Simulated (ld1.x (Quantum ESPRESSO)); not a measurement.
Ld1.x (Quantum ESPRESSO) 7.5 input:

```
 &input
   title='C', zed=6., rel=1, dft='PBESOL', iswitch=3,
   config='[He] 2s2 2p2'
 /
 &inputp
   pseudotype=2, tm=.true., lloc=0,
   nlcc=.false.
 /
2
2P  2  1   2.00   0.00  1.65  1.65  0.0
2S  1  0   2.00   0.00  0.85  0.85  0.0
 &test
   configts(1)='2s2 2p2'
 /
```

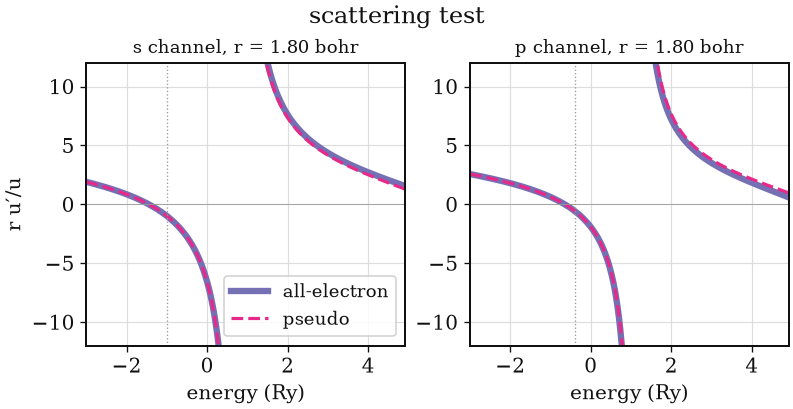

Logarithmic derivatives r u′/u at the test radius against energy, all-electron atom (solid) and pseudo-atom (dashed). Here u = r R(r). The dotted line marks the reference energy of the channel.

List the energies at which the logarithmic derivative diverges.

Answer. s: all-electron at 0.8 Ry, pseudo at 0.8 Ry; p: all-electron at 1.1 Ry, pseudo at 1.1 Ry.

Is there a sign of a ghost state?

Answer. The plot shows none: pseudo and all-electron curves have the same branches in all channels drawn. The separate test gives: no ghost state below the valence levels in the p, s, d, f channels.
